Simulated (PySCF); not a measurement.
Molecule: SMILES FC(F)(F)[SiH2]c1cccs1, singlet. Atoms near the plane z = 1.5 Å, at the GFN2-xTB optimised geometry (x, y, z in Å): C2 (-0.6, -2.6, 0.0), F3 (0.2, -2.7, 1.1), F4 (-1.4, -3.7, 0.0), Si5 (-1.7, -1.0, 0.0), C6 (-0.5, 0.4, 0.0), C7 (0.9, 0.4, 0.0), C8 (1.5, 1.7, 0.0), C9 (0.5, 2.7, 0.0), S10 (-1.1, 2.0, 0.0), H12 (-2.5, -1.1, 1.2), H13 (1.5, -0.5, 0.0), H14 (2.5, 1.9, 0.0), H15 (0.7, 3.7, 0.0).

Method: PBE0/def2-TZVP run with PySCF. The values are rescaled to run from 0 to 1.

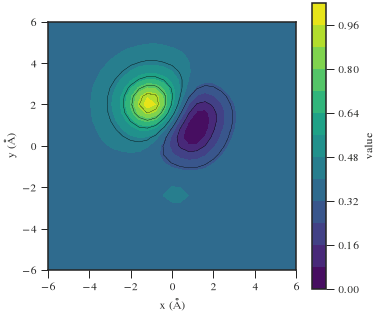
Fig. 1. a field on the plane z = 1.5 Å.

Question: Which quantity is mapped?
A) an orbital amplitude
B) log10 of the electron density
C) electrostatic potential
D) deformation density (molecule minus spherical neutral atoms)

Answer: A, an orbital amplitude. In full: HOMO−1 amplitude (bohr^(-3/2)).
